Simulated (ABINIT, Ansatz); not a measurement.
# Lattice dynamics of Aluminum (Fm-3m) in two programs, part 2 of 3

Aim: the phonon dispersion of Aluminum (Fm-3m), checked by a second program.

ABINIT 10.8.3; DFT LDA, scalar-relativistic, plane waves, PseudoDojo norm-conserving pseudopotentials.

So far. Step 3 (Ground state): The cell stands at -0.072 GPa, close enough for phonons. Step 4 (Zone-centre response): With one atom there are acoustic modes alone, which should vanish; they come out at 0.40 cm⁻¹ in size, the error that the sum rule removes later. The relaxed cell has a = 3.977 Å (conventional setting).

## Step 5: Modes with the sum rule

anaddb reads the merged derivatives and imposes the acoustic sum rule.

Input file anaddb.abi:

```
ddb_filepath "gamma_DDB"
output_file "anaddb.abo"
outdata_prefix "anaddb"
asr 1
chneut 1
enunit 2
eivec 1
nph1l 1
qph1l 0.0 0.0 0.0 1.0
```

Input file mrgddb.in:

```
gamma_DDB
merged
2
dfpt_gammao_DDB
gso_DDB
```

Started as:

```console
mrgddb < mrgddb.in > mrgddb.log
OMP_NUM_THREADS=1 anaddb anaddb.abi > anaddb.log
```

Numbers of over 12 decimals in the logs are rounded to 6 here.

anaddb.abo, the main output file:

```text
-outvars_anaddb: echo values of input variables ----------------------

 Miscellaneous information :
      enunit         2
       eivec         1
         asr         1
 First list of wavevector (reduced coord.) :
       nph1l         1
       qph1l
                     0.00000000E+00  0.00000000E+00  0.00000000E+00    1.000E+00

================================================================================

 read the DDB information and perform some checks

  ==== Info on the Cryst% object ====
 Real(R)+Recip(G) space primitive vectors, cartesian coordinates (Bohr,Bohr^-1):
 R(1)=  0.0000000  3.7580805  3.7580805  G(1)= -0.1330466  0.1330466  0.1330466
 R(2)=  3.7580805  0.0000000  3.7580805  G(2)=  0.1330466 -0.1330466  0.1330466
 R(3)=  3.7580805  3.7580805  0.0000000  G(3)=  0.1330466  0.1330466 -0.1330466
 Unit cell volume ucvol=  1.0615202E+02 bohr^3
 Angles (23,13,12)=  6.00000000E+01  6.00000000E+01  6.00000000E+01 degrees
 Time-reversal symmetry is present
 Reduced atomic positions [iatom, xred, symbol]:
    1)    0.0000000  0.0000000  0.0000000  Al

 DDB file with 3 blocks has been read.

================================================================================

 Treat the first list of vectors

  Phonon wavevector (reduced coordinates) :  0.00000  0.00000  0.00000
 Phonon energies in Hartree :
   0.000000E+00  0.000000E+00  0.000000E+00
 Phonon energies in meV     :
-  0.000000E+00  0.000000E+00  0.000000E+00
 Phonon frequencies in cm-1    :
-  0.000000E+00  0.000000E+00  0.000000E+00
 Phonon frequencies in Thz     :
-  0.000000E+00  0.000000E+00  0.000000E+00
 Phonon energies in Kelvin  :
-  0.000000E+00  0.000000E+00  0.000000E+00

 Eigendisplacements
 (will be given, for each mode : in cartesian coordinates
   for each atom the real part of the displacement vector,
   then the imaginary part of the displacement vector - absolute values smaller than 1.0d-7 are set to zero)
  Mode number    1   Energy    0.000000E+00
 Attention : low frequency mode.
   (Could be unstable or acoustic mode)
-  1  0.00000000E+00  0.00000000E+00  4.50906598E-03
-     0.00000000E+00  0.00000000E+00  0.00000000E+00
  Mode number    2   Energy    0.000000E+00
 Attention : low frequency mode.
   (Could be unstable or acoustic mode)
-  1  0.00000000E+00  4.50906598E-03  0.00000000E+00
-     0.00000000E+00  0.00000000E+00  0.00000000E+00
  Mode number    3   Energy    0.000000E+00
 Attention : low frequency mode.
   (Could be unstable or acoustic mode)
-  1  4.50906598E-03  0.00000000E+00  0.00000000E+00
-     0.00000000E+00  0.00000000E+00  0.00000000E+00

 Analysis of degeneracies and characters (maximum tolerance=1.00E-06 a.u.)
 For each vibration mode, or group of modes if degenerate,
 the characters are given for each symmetry operation (see the list in the log file).
 Symmetry characters of vibration mode #   1
       degenerate with vibration modes #   2 to    3
  3.0 -3.0 -1.0  1.0 -1.0  1.0 -1.0  1.0  1.0 -1.0 -1.0  1.0  1.0 -1.0 -1.0  1.0
 -0.0  0.0  0.0 -0.0 -0.0  0.0 -0.0  0.0  1.0 -1.0 -1.0  1.0 -1.0  1.0  1.0 -1.0
 -0.0  0.0  0.0 -0.0  0.0 -0.0  0.0 -0.0  1.0 -1.0  1.0 -1.0 -1.0  1.0 -1.0  1.0
-
```

The job ended after 0.84 s (1 thread of Intel Xeon at 2.70GHz, shared host).

Zone-centre frequencies as printed; negative means imaginary. Modes:

```tsv
mode	frequency (cm⁻¹)
1	0
2	0
3	0
```

## Step 6: Linear response on the mesh

Linear response treats each wavevector in the unit cell, with no supercell; the 4×4×4 mesh fixes the range of the force constants to be had.

Input file dfpt_q.abi:

```
ndtset 7

# wavevectors
qpt1 0.25 0.0 0.0
qpt2 0.5 0.0 0.0
qpt3 0.25 0.25 0.0
qpt4 0.5 0.25 0.0
qpt5 -0.25 0.25 0.0
qpt6 0.5 0.5 0.0
qpt7 -0.25 0.5 0.25

# displacements
getwfk_filepath "gso_WFK"
getwfq_filepath "gso_WFK"
kptopt 3
nqpt 1
rfphon 1
rfatpol 1 1
rfdir 1 1 1
tolvrs 1.0d-10
prtwf 0

# basis, mesh and filling
ecut 16.0
ngkpt 16 16 16
nshiftk 1
shiftk 0.0 0.0 0.0
istwfk *1
occopt 7
tsmear 0.01
nband 6
nstep 100
diemac 1000000.0
prtebands 0
prtgsr 0
useylm 1

# cell and atoms
acell 3*1.0 Angstrom
rprim 
    0.0 1.988690573 1.988690573
    1.988690573 0.0 1.988690573
    1.988690573 1.988690573 0.0
ntypat 1
znucl 13
natom 1
typat 1
xred 
    0.0 0.0 0.0
pp_dirpath "./pseudo"
pseudos "Al.upf"
```

Started as:

```console
OMP_NUM_THREADS=1 mpirun -n 2 abinit dfpt_q.abi > dfpt_q.log
```

dfpt_q.abo, the main output file:

```text
[banners, grids, parts of the stress and lines that vanish by symmetry left out]
- input  file    -> dfpt_q.abi
- output file    -> dfpt_q.abo
- root for input  files -> dfpt_qi
[...]
DATASET    1 : space group Fm -3 m (#225); Bravais cF (face-center cubic)
[...]
nfft =        8000          nkpt =        4096
[...]
DATASET    2 : space group Fm -3 m (#225); Bravais cF (face-center cubic)
[...]
nfft =        8000          nkpt =        4096
[...]
DATASET    3 : space group Fm -3 m (#225); Bravais cF (face-center cubic)
[...]
nfft =        8000          nkpt =        4096
[...]
DATASET    4 : space group Fm -3 m (#225); Bravais cF (face-center cubic)
[...]
nfft =        8000          nkpt =        4096
[...]
DATASET    5 : space group Fm -3 m (#225); Bravais cF (face-center cubic)
[...]
nfft =        8000          nkpt =        4096
[...]
DATASET    6 : space group Fm -3 m (#225); Bravais cF (face-center cubic)
[...]
nfft =        8000          nkpt =        4096
[...]
DATASET    7 : space group Fm -3 m (#225); Bravais cF (face-center cubic)
[...]
nfft =        8000          nkpt =        4096
[...]
== DATASET  1 ==================================================================
[...]
cutoff_energies: {ecut:  16.0, pawecutdg:  -1.0, }
[...]
Perturbation : displacement of atom   1   along direction   1
[...]
-ETOT  1   5.311264     -2.650E+01 1.380E+00 3.175E+04
 ETOT  2   1.539300     -3.772E+00 6.530E-02 2.677E+03
 ETOT  3   1.194157     -3.451E-01 2.568E-03 6.116E-02
 ETOT  4   1.194135     -2.217E-05 9.312E-05 7.985E-04
 ETOT  5   1.194135     -2.820E-07 1.985E-06 1.318E-05
[...]
At SCF step    8       vres2   =  9.81E-13 < tolvrs=  1.00E-10 =>converged.
[...]
Perturbation : displacement of atom   1   along direction   2
[...]
-ETOT  1  0.386302     -1.275E+01 2.747E+00 5.991E+00
[...]
At SCF step    6       vres2   =  4.64E-11 < tolvrs=  1.00E-10 =>converged.
[...]
Phonon wavevector (reduced coordinates) :  0.25000  0.00000  0.00000
 Phonon energies in Hartree :
[...]
Phonon frequencies in cm-1    :
-  1.148754E+02  1.148754E+02  2.355979E+02
[...]
== DATASET  2 ==================================================================
[...]
cutoff_energies: {ecut:  16.0, pawecutdg:  -1.0, }
[...]
- 13.00000   3.00000  180309                  znucl, zion, pspdat
[...]
Perturbation : displacement of atom   1   along direction   1
[...]
-ETOT  1   2.125750     -1.940E+01 6.395E-01 4.938E+02
[...]
At SCF step    7       vres2   =  1.78E-12 < tolvrs=  1.00E-10 =>converged.
[...]
Perturbation : displacement of atom   1   along direction   2
[...]
-ETOT  1   2.620659     -2.174E+01 1.096E+00 6.824E+02
[...]
ETOT  6   2.199733     -1.359E-11 6.370E-11 1.055E-10
 ETOT  7   2.199733     -1.208E-13 7.397E-13 4.116E-13
 At SCF step    7       vres2   =  4.12E-13 < tolvrs=  1.00E-10 =>converged.
[...]
Phonon wavevector (reduced coordinates) : -0.25000  0.50000  0.25000
 Phonon energies in Hartree :
[...]
Phonon frequencies in cm-1    :
-  2.238993E+02  2.761689E+02  2.761689E+02
[...]
fcart7     0.0000000000E+00  0.0000000000E+00  0.0000000000E+00
       
================================================================================
```

Elapsed: 11 min, on 2 MPI ranks; 22 min of CPU time.

Read from the output:

```yaml
lowest_mode_on_the_q_mesh_acoustic_ones_at_the_zone_centre_apart: 114.9 cm⁻¹
```

Frequencies (cm⁻¹) before the sum rule at the irreducible wavevectors but Γ, which is solved apart; negative means imaginary. Frequencies by wavevector:

```tsv
q (fractions)	star	mode 1	mode 2	mode 3
0.25 0 0	8	114.9	114.9	235.6
0.5 0 0	4	144.5	144.5	331.1
0.25 0.25 0	6	142.9	142.9	247.5
0.5 0.25 0	24	178.1	227.1	301.2
-0.25 0.25 0	12	159.8	222	282.5
0.5 0.5 0	3	202.6	202.6	329.6
-0.25 0.5 0.25	6	223.9	276.2	276.2
```

## Step 7: Dispersion

anaddb transforms the dynamical matrices to force constants and back along the path; points of the mesh come back as solved, but for the sum rule and, in polar crystals, the LO-TO term at Γ; the rest is interpolation.

Input file anaddb.abi:

```
ddb_filepath "all_DDB"
output_file "anaddb.abo"
outdata_prefix "anaddb"
ifcflag 1
ngqpt 4 4 4
nqshft 1
q1shft 0.0 0.0 0.0
asr 1
chneut 0
dipdip 0
dipquad 0
quadquad 0
enunit 0
eivec 0
nph1l 62
qph1l 
    0.0 0.0 0.0 1.0
    0.05 0.0 0.05 1.0
    0.1 0.0 0.1 1.0
    0.15 0.0 0.15 1.0
    0.2 0.0 0.2 1.0
    0.25 0.0 0.25 1.0
    0.3 0.0 0.3 1.0
    0.35 0.0 0.35 1.0
    0.4 0.0 0.4 1.0
    0.45 0.0 0.45 1.0
    0.5 0.0 0.5 1.0
    0.5125 0.025 0.5125 1.0
    0.525 0.05 0.525 1.0
    0.5375 0.075 0.5375 1.0
    0.55 0.1 0.55 1.0
    0.5625 0.125 0.5625 1.0
    0.575 0.15 0.575 1.0
    0.5875 0.175 0.5875 1.0
    0.6 0.2 0.6 1.0
    0.6125 0.225 0.6125 1.0
    0.625 0.25 0.625 1.0
    0.375 0.375 0.75 1.0
    0.3375 0.3375 0.675 1.0
    0.3 0.3 0.6 1.0
    0.2625 0.2625 0.525 1.0
    0.225 0.225 0.45 1.0
    0.1875 0.1875 0.375 1.0
    0.15 0.15 0.3 1.0
    0.1125 0.1125 0.225 1.0
    0.075 0.075 0.15 1.0
    0.0375 0.0375 0.075 1.0
    0.0 0.0 0.0 1.0
    0.05 0.05 0.05 1.0
    0.1 0.1 0.1 1.0
    0.15 0.15 0.15 1.0
    0.2 0.2 0.2 1.0
    0.25 0.25 0.25 1.0
    0.3 0.3 0.3 1.0
    0.35 0.35 0.35 1.0
    0.4 0.4 0.4 1.0
    0.45 0.45 0.45 1.0
    0.5 0.5 0.5 1.0
    0.5 0.475 0.525 1.0
    0.5 0.45 0.55 1.0
    0.5 0.425 0.575 1.0
    0.5 0.4 0.6 1.0
    0.5 0.375 0.625 1.0
    0.5 0.35 0.65 1.0
    0.5 0.325 0.675 1.0
    0.5 0.3 0.7 1.0
    0.5 0.275 0.725 1.0
    0.5 0.25 0.75 1.0
    0.5 0.225 0.725 1.0
    0.5 0.2 0.7 1.0
    0.5 0.175 0.675 1.0
    0.5 0.15 0.65 1.0
    0.5 0.125 0.625 1.0
    0.5 0.1 0.6 1.0
    0.5 0.075 0.575 1.0
    0.5 0.05 0.55 1.0
    0.5 0.025 0.525 1.0
    0.5 0.0 0.5 1.0
```

Input file mrgddb.in:

```
all_DDB
merged
8
dfpt_gammao_DDB
dfpt_qo_DS1_DDB
dfpt_qo_DS2_DDB
dfpt_qo_DS3_DDB
dfpt_qo_DS4_DDB
dfpt_qo_DS5_DDB
dfpt_qo_DS6_DDB
dfpt_qo_DS7_DDB
```

Started as:

```console
mrgddb < mrgddb.in > mrgddb.log
OMP_NUM_THREADS=1 anaddb anaddb.abi > anaddb.log
```

anaddb.abo, the main output file:

```text
[banners, grids, parts of the stress and lines that vanish by symmetry left out]
-outvars_anaddb: echo values of input variables ----------------------

 Flags :
[...]
Phonon wavevector (reduced coordinates) :  0.00000  0.00000  0.00000
 Phonon energies in Hartree :
[...]
Phonon frequencies in cm-1    :
-  0.000000E+00  0.000000E+00  0.000000E+00
[...]
Phonon wavevector (reduced coordinates) :  0.05000  0.00000  0.05000
 Phonon energies in Hartree :
[...]
Phonon frequencies in cm-1    :
-  3.160095E+01  3.160095E+01  6.111504E+01
[...]
Phonon wavevector (reduced coordinates) :  0.10000  0.00000  0.10000
 Phonon energies in Hartree :
[...]
Phonon frequencies in cm-1    :
-  6.254831E+01  6.254831E+01  1.185831E+02
[...]
Phonon wavevector (reduced coordinates) :  0.15000  0.00000  0.15000
 Phonon energies in Hartree :
[...]
Phonon frequencies in cm-1    :
-  9.200820E+01  9.200820E+01  1.695464E+02
[...]
Phonon wavevector (reduced coordinates) :  0.20000  0.00000  0.20000
 Phonon energies in Hartree :
[...]
Phonon frequencies in cm-1    :
-  1.190404E+02  1.190404E+02  2.125193E+02
  Phonon wavevector (reduced coordinates) :  0.25000  0.00000  0.25000
 Phonon energies in Hartree :
[...]
Phonon frequencies in cm-1    :
-  1.428783E+02  1.428783E+02  2.475305E+02
  Phonon wavevector (reduced coordinates) :  0.30000  0.00000  0.30000
 Phonon energies in Hartree :
[...]
Phonon frequencies in cm-1    :
-  1.631163E+02  1.631163E+02  2.756494E+02
  Phonon wavevector (reduced coordinates) :  0.35000  0.00000  0.35000
 Phonon energies in Hartree :
[...]
Phonon frequencies in cm-1    :
-  1.795824E+02  1.795824E+02  2.980235E+02
  Phonon wavevector (reduced coordinates) :  0.40000  0.00000  0.40000
 Phonon energies in Hartree :
[...]
Phonon frequencies in cm-1    :
-  1.920109E+02  1.920109E+02  3.149844E+02
  Phonon wavevector (reduced coordinates) :  0.45000  0.00000  0.45000
 Phonon energies in Hartree :
[...]
Phonon frequencies in cm-1    :
-  1.998735E+02  1.998735E+02  3.258662E+02
  Phonon wavevector (reduced coordinates) :  0.50000  0.00000  0.50000
 Phonon energies in Hartree :
[...]
Phonon frequencies in cm-1    :
-  2.025812E+02  2.025812E+02  3.296515E+02
  Phonon wavevector (reduced coordinates) :  0.51250  0.02500  0.51250
 Phonon energies in Hartree :
[...]
Phonon frequencies in cm-1    :
-  2.024951E+02  2.036075E+02  3.292702E+02
  Phonon wavevector (reduced coordinates) :  0.52500  0.05000  0.52500
 Phonon energies in Hartree :
[...]
Phonon frequencies in cm-1    :
-  2.022343E+02  2.066112E+02  3.281331E+02
  Phonon wavevector (reduced coordinates) :  0.53750  0.07500  0.53750
 Phonon energies in Hartree :
[...]
Phonon frequencies in cm-1    :
-  2.017916E+02  2.113799E+02  3.262600E+02
[...]
Phonon wavevector (reduced coordinates) :  0.50000  0.17500  0.67500
 Phonon energies in Hartree :
[...]
Phonon frequencies in cm-1    :
-  2.195214E+02  2.493620E+02  2.993981E+02
  Phonon wavevector (reduced coordinates) :  0.50000  0.15000  0.65000
 Phonon energies in Hartree :
[...]
Phonon frequencies in cm-1    :
-  2.165565E+02  2.398825E+02  3.063190E+02
  Phonon wavevector (reduced coordinates) :  0.50000  0.12500  0.62500
 Phonon energies in Hartree :
[...]
Phonon frequencies in cm-1    :
-  2.132656E+02  2.305213E+02  3.126951E+02
  Phonon wavevector (reduced coordinates) :  0.50000  0.10000  0.60000
 Phonon energies in Hartree :
[...]
Phonon frequencies in cm-1    :
-  2.099697E+02  2.217019E+02  3.183536E+02
  Phonon wavevector (reduced coordinates) :  0.50000  0.07500  0.57500
 Phonon energies in Hartree :
[...]
Phonon frequencies in cm-1    :
-  2.069921E+02  2.139534E+02  3.230817E+02
  Phonon wavevector (reduced coordinates) :  0.50000  0.05000  0.55000
 Phonon energies in Hartree :
[...]
Phonon frequencies in cm-1    :
-  2.046261E+02  2.078527E+02  3.266584E+02
  Phonon wavevector (reduced coordinates) :  0.50000  0.02500  0.52500
 Phonon energies in Hartree :
[...]
Phonon frequencies in cm-1    :
-  2.031055E+02  2.039341E+02  3.288917E+02
  Phonon wavevector (reduced coordinates) :  0.50000  0.00000  0.50000
 Phonon energies in Hartree :
[...]
Phonon frequencies in cm-1    :
-  2.025812E+02  2.025812E+02  3.296515E+02
-
```

Wall time 0.72 s (1 thread).

Numbers from this step:

```
lowest frequency on the path : 0 cm⁻¹
```

Anaddb. The phonon branches at the labelled points (cm⁻¹):

```tsv
point	branch 1	branch 2	branch 3
Γ	0	0	0
X	203	203	330
U	192	265	296
jump to K	192	265	296
Γ	0	0	0
L	144	144	331
W	224	276	276
X	203	203	330
```

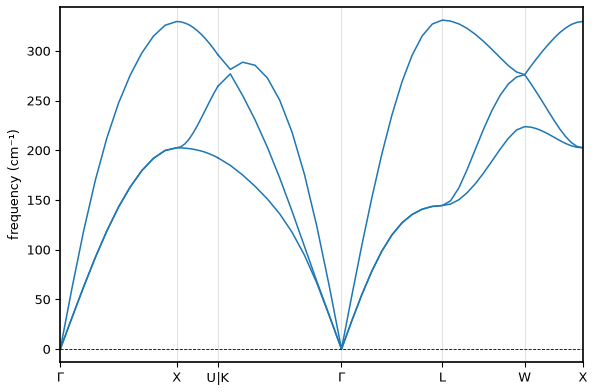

Phonon branches along the path.

All branches are real along the path.

## Step 8: Density of states

Sums over the zone need many more wavevectors than were solved, so the interpolation is sampled on a dense mesh.

Input file anaddb.abi:

```
ddb_filepath "all_DDB"
output_file "anaddb.abo"
outdata_prefix "anaddb"
ifcflag 1
ngqpt 4 4 4
nqshft 1
q1shft 0.0 0.0 0.0
asr 1
chneut 0
dipdip 0
dipquad 0
quadquad 0
prtdos 2
ng2qpt 20 20 20
dosdeltae 4.5563e-06
ntemper 11
temperinc 100.0
tempermin 0.0
```

Started as:

```console
OMP_NUM_THREADS=1 anaddb anaddb.abi > anaddb.log
```

anaddb.abo, the main output file:

```text
[banners, grids, parts of the stress and lines that vanish by symmetry left out]
-outvars_anaddb: echo values of input variables ----------------------

 Flags :
     ifcflag         1
 Miscellaneous information :
         asr         1
      chneut         0
 Interatomic Force Constants Inputs :
      dipdip         0
     dipquad         0
    quadquad         0
      ifcana         0
      ifcout         0
 Description of grid 1 :
        brav         1
       ngqpt         4         4         4
      nqshft         1
      q1shft
                     0.00000000E+00  0.00000000E+00  0.00000000E+00
 Phonon DOS information :
   dosdeltae  4.55630000E-06
    dossmear  4.55633525E-06
 Description of grid 2 (Fourier interp. or BZ sampling):
      ng2qpt        20        20        20
      ngrids         4
      q2shft         0.00000000E+00  0.00000000E+00  0.00000000E+00

================================================================================

 read the DDB information and perform some checks

  ==== Info on the Cryst% object ====
 Real(R)+Recip(G) space primitive vectors, cartesian coordinates (Bohr,Bohr^-1):
 R(1)=  0.0000000  3.7580805  3.7580805  G(1)= -0.1330466  0.1330466  0.1330466
 R(2)=  3.7580805  0.0000000  3.7580805  G(2)=  0.1330466 -0.1330466  0.1330466
 R(3)=  3.7580805  3.7580805  0.0000000  G(3)=  0.1330466  0.1330466 -0.1330466
 Unit cell volume ucvol=  1.0615202E+02 bohr^3
 Angles (23,13,12)=  6.00000000E+01  6.00000000E+01  6.00000000E+01 degrees
 Time-reversal symmetry is present
 Reduced atomic positions [iatom, xred, symbol]:
    1)    0.0000000  0.0000000  0.0000000  Al

 DDB file with 8 blocks has been read.

================================================================================

 Calculation of the interatomic forces

       Homogeneous q point set in the B.Z.
 Grid q points  :       64
  1)   0.00000000E+00  0.00000000E+00  0.00000000E+00
  2)   2.50000000E-01  0.00000000E+00  0.00000000E+00
  3)   5.00000000E-01  0.00000000E+00  0.00000000E+00
  4)  -2.50000000E-01  0.00000000E+00  0.00000000E+00
  5)   0.00000000E+00  2.50000000E-01  0.00000000E+00
  6)   2.50000000E-01  2.50000000E-01  0.00000000E+00
  7)   5.00000000E-01  2.50000000E-01  0.00000000E+00
  8)  -2.50000000E-01  2.50000000E-01  0.00000000E+00
  9)   0.00000000E+00  5.00000000E-01  0.00000000E+00
 10)   2.50000000E-01  5.00000000E-01  0.00000000E+00
 11)   5.00000000E-01  5.00000000E-01  0.00000000E+00
 12)  -2.50000000E-01  5.00000000E-01  0.00000000E+00
 13)   0.00000000E+00 -2.50000000E-01  0.00000000E+00
 14)   2.50000000E-01 -2.50000000E-01  0.00000000E+00
[...]
58)   2.50000000E-01  5.00000000E-01 -2.50000000E-01
 59)   5.00000000E-01  5.00000000E-01 -2.50000000E-01
 60)  -2.50000000E-01  5.00000000E-01 -2.50000000E-01
 61)   0.00000000E+00 -2.50000000E-01 -2.50000000E-01
 62)   2.50000000E-01 -2.50000000E-01 -2.50000000E-01
 63)   5.00000000E-01 -2.50000000E-01 -2.50000000E-01
 64)  -2.50000000E-01 -2.50000000E-01 -2.50000000E-01

 The interatomic forces have been obtained

================================================================================

 Calculation of phonon density of states

 Average speed of sound partial sums:     0.2128645369E-02 (at units)
-                                   =           4.6568 [km/s]

 Debye frequency from partial sums:     0.1752309825E-02 (Ha)
-                                 =     0.1152964478E+02 (THz)
-Debye temperature from partial sums:     0.5533356785E+03 (K)

 Average speed of sound:     0.2334958700E-02 (at units)
-                      =           5.1082 [km/s]

 Debye frequency from DOS:     0.1922147827E-02 (Ha)
-                        =     0.1264712515E+02 (THz)
-Debye temperature from DOS:     0.6069662778E+03 (K)

-
```

Elapsed: 1 s, on 1 thread.

Numbers from this step:

```yaml
share_of_modes_beyond_3i_cm_minus1_on_the_dense_interpolated_mesh: 0
zero_point_energy_per_atom: 40.09 meV
heat_capacity_at_300_k: 22.70 J/(mol atoms K)
vibrational_entropy_at_300_k: 26.49 J/(mol atoms K)
```

The phonon density of states has structure finer than the step of the table below, so its rows give means over 25 cm⁻¹, whole bins alone (the curve runs from -30 to 360 cm⁻¹). Peaks (cm⁻¹: height): 202.0: 0.0215, 300.0: 0.0275.

Tetrahedra. The phonon density of states by wavenumber; means over each step:

```tsv
wavenumber (cm⁻¹)	phonon density of states (1/cm⁻¹/cell)
0	1.4e-6
25	9.4e-5
50	5.1e-4
75	0.00131
100	0.00282
125	0.00608
150	0.0153
175	0.0189
200	0.0190
225	0.0110
250	0.00999
275	0.00852
300	0.0214
325	0.00504
```

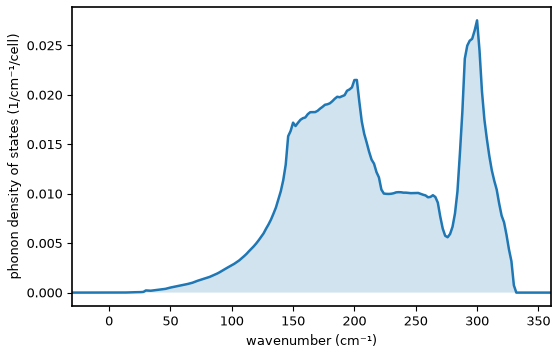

Phonon density of states against wavenumber.

Harmonic thermodynamic functions per atom, summed over the density of states scaled to three modes an atom; melting is ignored. Thermodynamic functions:

```tsv
T (K)	F_vib (meV/atom)	S (J/mol-atom/K)	C_V (J/mol-atom/K)
0	40.09	0	0
50	39.97	1.031	3.31
100	38.22	6.168	12.21
200	25.64	17.72	20.31
300	2.5	26.49	22.7
400	-28.56	33.17	23.64
500	-65.8	38.5	24.1
600	-108	42.92	24.35
700	-154.5	46.69	24.51
800	-204.7	49.96	24.61
900	-258	52.87	24.68
1000	-314.1	55.47	24.73
```

At 300 K the heat capacity has reached 91 % of the Dulong-Petit value.

(Continued in part 3 of 3.)

[Host names and launcher messages were left out of these logs when they were recorded.]

[Logs are printed without paths, hosts, clocks, repeated set-up lines and the standing remarks that a program may print on its own settings, such as how far it seeks lower states.]

[Hosts, paths, dates, database ids (printed as entryN), source tags and the programs' standing remarks are cut or masked in the printed files.]
